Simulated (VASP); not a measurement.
## Driving VASP from ASE on BiRh

Do ASE scripts that read BiRh from different structure formats give one answer, and do several routes find one equilibrium volume? All runs use PBEsol. Left out of this account: 1 further run (fields: a reference on another mesh). The start is a cell from a database of measured crystal structures.

Method: PBEsol; plane waves and PAW (Bi_d, Rh_pv), in VASP 6.6.1.

**1. Starting point**

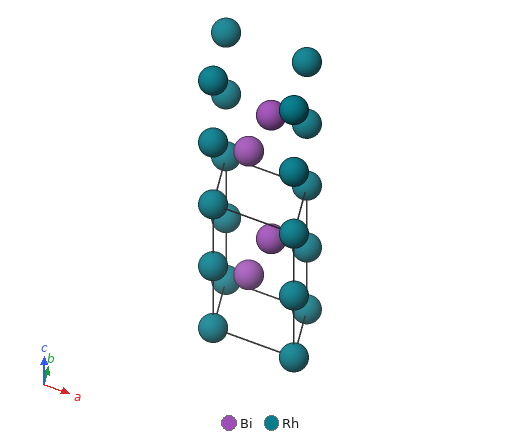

The starting structure, seen from a free direction (bismuth purple, rhodium blue). 1×1×2 cells are drawn. Some periodic images of atoms are drawn too.

Coordinates:

```cif
data_structure
_symmetry_space_group_name_H-M 'P 1'
_symmetry_Int_Tables_number 1
_cell_length_a 4.0940
_cell_length_b 4.0940
_cell_length_c 5.6630
_cell_angle_alpha 90.000
_cell_angle_beta 90.000
_cell_angle_gamma 120.000
_cell_volume 82.20
loop_
_atom_site_label
_atom_site_type_symbol
_atom_site_fract_x
_atom_site_fract_y
_atom_site_fract_z
_atom_site_occupancy
Bi1 Bi 0.33333 0.66667 0.25000 1
Bi2 Bi 0.66667 0.33333 0.75000 1
Rh3 Rh 0.00000 0.00000 0.00000 1
Rh4 Rh 0.00000 0.00000 0.50000 1
```

**2. Self-consistent run (PBEsol, through ASE)**

A single point through ASE, with the structure read from a POSCAR.

run.py reads:

```python
import numpy as np
from ase.calculators.vasp import Vasp
from ase.io import read
from ase.dft.bandgap import bandgap

atoms = read('structure.vasp')

calc = Vasp(
    xc='pbesol',
    pp='PBE',
    prec='Accurate',
    encut=400,
    ediff=1e-06,
    nelm=100,
    ismear=-1,
    sigma=0.05,
    lreal=False,
    algo='Normal',
    nbands=37,
    lasph=True,
    lorbit=11,
    lwave=False,
    lcharg=False,
    kpar=4,
    isif=2,
    pp_version='64',
    setups={'Bi': '_d', 'Rh': '_pv'},
    kpts=(9, 9, 6),
    gamma=True,
    txt='vasp.out',
)
atoms.calc = calc

print("energy (eV):", round(atoms.get_potential_energy(), 6))
print("Fermi level (eV):", round(calc.get_fermi_level(), 4))
print("forces (eV/A):")
print(np.round(atoms.get_forces(), 4))
print("stress (GPa, Voigt, tension positive):", np.round(atoms.get_stress() * 160.21766, 3))
gap, p1, p2 = bandgap(calc, direct=False)
print("gap on the mesh (eV):", round(gap, 4))
```

structure.vasp reads:

```
BiRh
1.0
    4.0940000000      0.0000000000      0.0000000000
   -2.0470000000      3.5455080031      0.0000000000
    0.0000000000      0.0000000000      5.6630000000
Bi Rh
2 2
Direct
    0.3333333333      0.6666666667      0.2500000000
    0.6666666667      0.3333333333      0.7500000000
    0.0000000000      0.0000000000      0.0000000000
    0.0000000000      0.0000000000      0.5000000000
```

Potentials, in the order of the species: Bi_d and Rh_pv (PBE family, release 64).

Launch:

```bash
$ export ASE_VASP_COMMAND="mpirun -np 4 vasp_std"
$ python run.py
```

The log of the run:

```text
energy (eV): -25.523067
Fermi level (eV): 9.8266
forces (eV/A):
[[-0. -0. -0.]
 [ 0.  0.  0.]
 [-0.  0. -0.]
 [ 0.  0. -0.]]
stress (GPa, Voigt, tension positive): [-0.495 -0.495  0.666 -0.    -0.    -0.   ]
gap on the mesh (eV): 0.0
```

Wall time 34 s (4 MPI ranks of Intel Xeon Platinum 8488C (Sapphire Rapids), shared host); peak memory 0.89 GiB.

Lines that name or quote the potential files are left out of all logs, and their timing lines are given in words.

ASE turned this into the INCAR:

```
ENCUT = 400.000000
SIGMA = 0.050000
EDIFF = 1.00e-06
ALGO = Normal
GGA = PS
PREC = Accurate
ISIF = 2
ISMEAR = -1
KPAR = 4
LORBIT = 11
NBANDS = 37
NELM = 100
LASPH = .TRUE.
LCHARG = .FALSE.
LWAVE = .FALSE.
LREAL = .FALSE.
```

The KPOINTS that ASE wrote:

```
KPOINTS created by Atomic Simulation Environment
0
Gamma
9 9 6
0 0 0
```

VASP's own log, vasp.out:

```text
[banner, memory and clock lines left out]
running    4 mpi-ranks, on    1 nodes
 distrk:  each k-point on    1 cores,    4 groups
 distr:  one band on    1 cores,    1 groups

 POSCAR found type information on POSCAR BiRh
 POSCAR found :  2 types and       4 ions
|                                                                             |
|               ----> ADVICE to this user running VASP <----                  |
|                                                                             |
|     You enforced a specific xc type in the INCAR file but a different       |
|     [... a line on the potential file left out ...]
|     I HOPE YOU KNOW WHAT YOU ARE DOING!                                     |
|                                                                             |

 LDA part: xc-table for (Slater+PW92), standard interpolation
 POSCAR, INCAR and KPOINTS ok, starting setup
 FFT: planning ... GRIDC
 FFT: planning ... GRID_SOFT
 FFT: planning ... GRID
 WAVECAR not read
 entering main loop
       N       E                     dE             d eps       ncg     rms          rms(c)
DAV:   1     0.710884067786E+03    0.71088E+03   -0.29259E+04  3696   0.177E+03
DAV:   2     0.371963571457E+02   -0.67369E+03   -0.65849E+03  3618   0.548E+02
DAV:   3    -0.233604038182E+02   -0.60557E+02   -0.58233E+02  3957   0.174E+02
DAV:   4    -0.258433095346E+02   -0.24829E+01   -0.24688E+01  3978   0.365E+01
DAV:   5    -0.259525893288E+02   -0.10928E+00   -0.10926E+00  4926   0.750E+00    0.943E+00
DAV:   6    -0.256349351823E+02    0.31765E+00   -0.65889E-01  3980   0.688E+00    0.435E+00
DAV:   7    -0.255612307979E+02    0.73704E-01   -0.25873E-01  4426   0.416E+00    0.226E+00
DAV:   8    -0.255355396331E+02    0.25691E-01   -0.12110E-01  4056   0.244E+00    0.308E-01
DAV:   9    -0.255342515361E+02    0.12881E-02   -0.11004E-02  4305   0.103E+00    0.652E-02
DAV:  10    -0.255341916967E+02    0.59839E-04   -0.41900E-04  4346   0.215E-01    0.301E-02
DAV:  11    -0.255342037836E+02   -0.12087E-04   -0.44840E-05  4610   0.449E-02    0.585E-03
DAV:  12    -0.255342031378E+02    0.64578E-06   -0.59204E-06  3740   0.203E-02
   1 F= -.25534203E+02 E0= -.25523067E+02  d E =-.222723E-01
```

From OUTCAR (step 2):

```text
ion  position               nearest neighbor table
   1  0.333  0.667  0.250-   3 2.76   4 2.76   3 2.76   4 2.76   3 2.76   4 2.76   2 3.69   2 3.69
                             2 3.69   2 3.69   2 3.69   2 3.69
   2  0.667  0.333  0.750-   3 2.76   4 2.76   3 2.76   4 2.76   3 2.76   4 2.76   1 3.69   1 3.69
                             1 3.69   1 3.69   1 3.69   1 3.69
   3  0.000  0.000  0.000-   1 2.76   2 2.76   2 2.76   1 2.76   2 2.76   1 2.76   4 2.83   4 2.83

  LATTYP: Found a hexagonal cell.
 ALAT       =     4.0940000000
 C/A-ratio  =     1.3832437714

 Subroutine GETGRP returns: Found 24 space group operations
 (whereof 12 operations were pure point group operations)

The static configuration has the point symmetry D_3d.
 The point group associated with its full space group is D_6h.

 Found     48 irreducible k-points:

   k-points           NKPTS =     48   k-points in BZ     NKDIM =     48   number of bands    NBANDS=     37

   dimension x,y,z NGX =    28 NGY =   28 NGZ =   40
   dimension x,y,z NGXF=    56 NGYF=   56 NGZF=   80

   ENCUT  =  400.0 eV  29.40 Ry    5.42 a.u.   6.68  6.68  9.23*2*pi/ulx,y,z

   NELECT =      60.0000    total number of electrons

 k-points in reciprocal lattice and weights: KPOINTS created by Atomic Simulation Env
   0.00000000  0.00000000  0.00000000       0.002
   0.11111111  0.00000000  0.00000000       0.012
   0.22222222  0.00000000  0.00000000       0.012
   0.33333333  0.00000000  0.00000000       0.012
   0.44444444  0.00000000  0.00000000       0.012
   0.11111111  0.11111111  0.00000000       0.012
   0.22222222  0.11111111  0.00000000       0.025
   0.33333333  0.11111111  0.00000000       0.025
   0.44444444  0.11111111  0.00000000       0.012
[...]
0.33333333  0.22222222  0.50000000       0.025
   0.33333333  0.33333333  0.50000000       0.004

 average (electrostatic) potential at core
       1-100.8043       2-100.8043       3 -71.8934       4 -71.8934

 E-fermi :   9.8266

 k-point     1 :       0.0000    0.0000    0.0000
  band No.  band energies     occupation
    ...
     24       7.1193      2.00000
     25       7.8157      2.00000
     26       7.8157      2.00000
     27       8.8282      2.00000
     28       8.8282      2.00000
     29      11.1667      0.00000
     30      11.1667      0.00000
     31      11.1826      0.00000
     32      13.1560      0.00000
     33      13.1863      0.00000
    ...

 k-point     2 :       0.1111    0.0000    0.0000
  band No.  band energies     occupation
    ...
     24       7.0424      2.00000
     25       7.6307      2.00000
     26       7.8581      2.00000
     27       8.7974      2.00000
     28       8.8335      2.00000
     29      10.1882      0.00144
     30      10.9094      0.00000
     31      11.0980      0.00000
     32      12.6264      0.00000
     33      13.3097      0.00000
    ...

 k-point     3 :       0.2222    0.0000    0.0000
  band No.  band energies     occupation
    ...
     25       7.2265      2.00000
     26       7.9682      2.00000
     27       8.7376      2.00000
     28       8.8488      2.00000
     29       8.9792      2.00000
     30      10.1775      0.00179
     31      10.7843      0.00000
     32      11.6047      0.00000
     33      13.3711      0.00000
     34      14.4232      0.00000
    ...

  Total        0.2541547      0.2541547     -0.3418815     -0.0000000      0.0000000      0.0000000
  in kB        4.9537709      4.9537709     -6.6636668     -0.0000000      0.0000000      0.0000000
  external PRESSURE =       1.0812916 kB  Pullay stress =       0.0000000 kB

  energy-cutoff  :      400.00
  volume of cell :       82.20
      direct lattice vectors                 reciprocal lattice vectors
     4.094000000  0.000000000  0.000000000     0.244259893  0.141023515  0.000000000
    -2.047000000  3.545508003  0.000000000     0.000000000  0.282047029  0.000000000
     0.000000000  0.000000000  5.663000000     0.000000000  0.000000000  0.176584849

 POSITION                                       TOTAL-FORCE (eV/Angst)
 -----------------------------------------------------------------------------------
     -0.00000      2.36367      1.41575        -0.000000     -0.000000     -0.000000
      2.04700      1.18184      4.24725         0.000000      0.000000      0.000000
      0.00000      0.00000      0.00000        -0.000000      0.000000     -0.000000
      0.00000      0.00000      2.83150         0.000000      0.000000     -0.000000
 -----------------------------------------------------------------------------------
    total drift:                               -0.000000      0.000000      0.000000

  FREE ENERGIE OF THE ION-ELECTRON SYSTEM (eV)
  ---------------------------------------------------
  free  energy   TOTEN  =       -25.5342031378 eV

  energy  without entropy=      -25.5119308668  energy(sigma->0) =      -25.52306700

 total charge
# of ion       s       p       d       tot
------------------------------------------
    1        1.440   1.452   9.983  12.875
    2        1.440   1.452   9.983  12.875
    3        0.342   6.210   7.358  13.911
    4        0.342   6.210   7.358  13.911
--------------------------------------------------
tot          3.565  15.324  34.683  53.572

[... 3 further parts left out ...]
```

The PAW data sets were made with PBE, which is usual practice but a small mismatch for other functionals.

Numbers from this step:

```yaml
scf_cycles: 12
electrons: 60
bands: 37
irreducible_k_points: 48
symmetry_operations: 24
free_energy_toten: -25.53 eV
energy_at_zero_smearing: -25.52 eV
fermi_energy: 9.827 eV
pressure: 0.1081 GPa
metallic: yes
```

The pressure is 0.11 GPa and the largest force 0.000 eV/Å.

**3. Total energy, forces and stress (PBEsol, through ASE)**

The single point through ASE, with the structure read from a CIF with its space group. The mesh changes to 6×6×4, so this is no clean test of the format.

Changes to run.py since step 2:

```diff
@@ -5,3 +5,3 @@
 
-atoms = read('structure.vasp')
+atoms = read('BiRh.cif')
 
@@ -27,3 +27,3 @@
     setups={'Bi': '_d', 'Rh': '_pv'},
-    kpts=(9, 9, 6),
+    kpts=(6, 6, 4),
     gamma=True,
```

BiRh.cif reads:

```cif
data_BiRh
_cell_length_a 4.09400000
_cell_length_b 4.09400000
_cell_length_c 5.66300000
_cell_angle_alpha 90.00000000
_cell_angle_beta 90.00000000
_cell_angle_gamma 120.00000000
_space_group_name_H-M_alt 'P6_3/mmc'
_space_group_name_Hall '-P 6c 2c'
_space_group_IT_number 194
loop_
_space_group_symop_operation_xyz
'x,y,z'
'-x,-y,-z'
'x-y,x,z+1/2'
'-x+y,-x,-z+1/2'
'-y,x-y,z'
'y,-x+y,-z'
'-x,-y,z+1/2'
'x,y,-z+1/2'
'-x+y,-x,z'
'x-y,x,-z'
'y,-x+y,z+1/2'
'-y,x-y,-z+1/2'
'-y,-x,-z+1/2'
'y,x,z+1/2'
'-x,-x+y,-z'
'x,x-y,z'
'-x+y,y,-z+1/2'
'x-y,-y,z+1/2'
'y,x,-z'
'-y,-x,z'
'x,x-y,-z+1/2'
'-x,-x+y,z+1/2'
'x-y,-y,-z'
'-x+y,y,z'
loop_
_atom_site_label
_atom_site_type_symbol
_atom_site_symmetry_multiplicity
_atom_site_Wyckoff_symbol
_atom_site_fract_x
_atom_site_fract_y
_atom_site_fract_z
_atom_site_occupancy
Bi1 Bi 2 c 0.3333333333 0.6666666667 0.2500000000 1
Rh1 Rh 2 a 0.0000000000 0.0000000000 0.0000000000 1
```

The log of the run:

```text
energy (eV): -25.51545
Fermi level (eV): 9.8908
forces (eV/A):
[[ 0. -0.  0.]
 [ 0.  0.  0.]
 [-0.  0.  0.]
 [-0.  0.  0.]]
stress (GPa, Voigt, tension positive): [-0.43  -0.43   0.778 -0.    -0.    -0.   ]
gap on the mesh (eV): 0.0
```

The job ended after 18 s (4 MPI ranks; peak memory 0.73 GiB).

The INCAR that ASE wrote:

```
ENCUT = 400.000000
SIGMA = 0.050000
EDIFF = 1.00e-06
ALGO = Normal
GGA = PS
PREC = Accurate
ISIF = 2
ISMEAR = -1
KPAR = 4
LORBIT = 11
NBANDS = 37
NELM = 100
LASPH = .TRUE.
LCHARG = .FALSE.
LWAVE = .FALSE.
LREAL = .FALSE.
```

ASE turned this into the KPOINTS:

```
KPOINTS created by Atomic Simulation Environment
0
Gamma
6 6 4
0 0 0
```

VASP's own log, vasp.out:

```text
[banner, memory and clock lines left out]
running    4 mpi-ranks, on    1 nodes
 distrk:  each k-point on    1 cores,    4 groups
 distr:  one band on    1 cores,    1 groups

 POSCAR found type information on POSCAR BiRh
 POSCAR found :  2 types and       4 ions
 [... a notice as in an earlier step ...]

 LDA part: xc-table for (Slater+PW92), standard interpolation
 POSCAR, INCAR and KPOINTS ok, starting setup
 FFT: planning ... GRIDC
 FFT: planning ... GRID_SOFT
 FFT: planning ... GRID
 WAVECAR not read
 entering main loop
       N       E                     dE             d eps       ncg     rms          rms(c)
DAV:   1     0.702316173523E+03    0.70232E+03   -0.29247E+04  1610   0.177E+03
DAV:   2     0.338143387617E+02   -0.66850E+03   -0.65337E+03  1585   0.545E+02
DAV:   3    -0.236379122540E+02   -0.57452E+02   -0.55666E+02  1759   0.172E+02
DAV:   4    -0.258545649667E+02   -0.22167E+01   -0.22003E+01  1775   0.348E+01
DAV:   5    -0.259436738595E+02   -0.89109E-01   -0.89062E-01  2137   0.682E+00    0.943E+00
DAV:   6    -0.256254506286E+02    0.31822E+00   -0.65149E-01  1742   0.686E+00    0.434E+00
DAV:   7    -0.255508550614E+02    0.74596E-01   -0.24639E-01  1896   0.411E+00    0.223E+00
DAV:   8    -0.255266453082E+02    0.24210E-01   -0.11633E-01  1772   0.240E+00    0.310E-01
DAV:   9    -0.255253449895E+02    0.13003E-02   -0.10787E-02  1876   0.102E+00    0.624E-02
DAV:  10    -0.255252946798E+02    0.50310E-04   -0.39002E-04  1904   0.205E-01    0.302E-02
DAV:  11    -0.255253063449E+02   -0.11665E-04   -0.43454E-05  1950   0.452E-02    0.627E-03
DAV:  12    -0.255253053477E+02    0.99710E-06   -0.54123E-06  1593   0.191E-02
   1 F= -.25525305E+02 E0= -.25515450E+02  d E =-.197100E-01
```

Parts of OUTCAR (step 3):

```text
 Found     21 irreducible k-points:

   k-points           NKPTS =     21   k-points in BZ     NKDIM =     21   number of bands    NBANDS=     37

   NELECT =      60.0000    total number of electrons

 E-fermi :   9.8908

 k-point     1 :       0.0000    0.0000    0.0000
  band No.  band energies     occupation
    ...
     24       7.1183      2.00000
     25       7.8121      2.00000
     26       7.8121      2.00000
     27       8.8270      2.00000
     28       8.8270      2.00000
     29      11.1657      0.00000
     30      11.1657      0.00000
     31      11.1867      0.00000
     32      13.1540      0.00000
     33      13.1865      0.00000
    ...

 k-point     2 :       0.1667    0.0000    0.0000
  band No.  band energies     occupation
    ...
     25       7.4343      2.00000
     26       7.9034      2.00000
     27       8.7671      2.00000
     28       8.8388      2.00000
     29       9.5093      1.99903
     30      10.5888      0.00000
     31      10.9834      0.00000
     32      12.1417      0.00000
     33      13.3946      0.00000
     34      14.3020      0.00000
    ...

  Total        0.2204490      0.2204490     -0.3993994     -0.0000000      0.0000000      0.0000000
  in kB        4.2968069      4.2968069     -7.7847576     -0.0000000      0.0000000      0.0000000
  external PRESSURE =       0.2696187 kB  Pullay stress =       0.0000000 kB

 POSITION                                       TOTAL-FORCE (eV/Angst)
 -----------------------------------------------------------------------------------
     -0.00000      2.36367      1.41575         0.000000     -0.000000      0.000000
      2.04700      1.18184      4.24725         0.000000      0.000000      0.000000
      0.00000      0.00000      0.00000        -0.000000      0.000000      0.000000
      0.00000      0.00000      2.83150        -0.000000      0.000000      0.000000
 -----------------------------------------------------------------------------------
    total drift:                                0.000000     -0.000000      0.000000

  FREE ENERGIE OF THE ION-ELECTRON SYSTEM (eV)
  ---------------------------------------------------
  free  energy   TOTEN  =       -25.5253053477 eV

  energy  without entropy=      -25.5055953842  energy(sigma->0) =      -25.51545037

 total charge
# of ion       s       p       d       tot
------------------------------------------
    1        1.440   1.453   9.983  12.875
    2        1.440   1.453   9.983  12.875
    3        0.339   6.211   7.359  13.910
    4        0.339   6.211   7.359  13.910
--------------------------------------------------
tot          3.558  15.328  34.684  53.570

[... 6 parts as in an earlier step ...]

[... 7 further parts left out ...]
```

The k-mesh is coarse for a metal.

Numbers from this step:

```yaml
irreducible_k_points: 21
fermi_energy: 9.891 eV
pressure: 0.02696 GPa
```

The energy lies +1.90 meV an atom from the first script, on another mesh.

(Part 1 of 3 ends here.)

[Lines on the potential files, build, host, timing and source positions are cut from VASP's logs without a mark.]

[Logs are printed without paths, hosts, clocks, repeated set-up lines and the standing remarks that a program may print on its own settings, such as how far it seeks lower states.]

[Hosts, paths, dates, database ids (printed as entryN), source tags and the programs' standing remarks are cut or masked in the printed files.]

[A measured line is paired with the nearest computed mode of its activity, which favours agreement.]
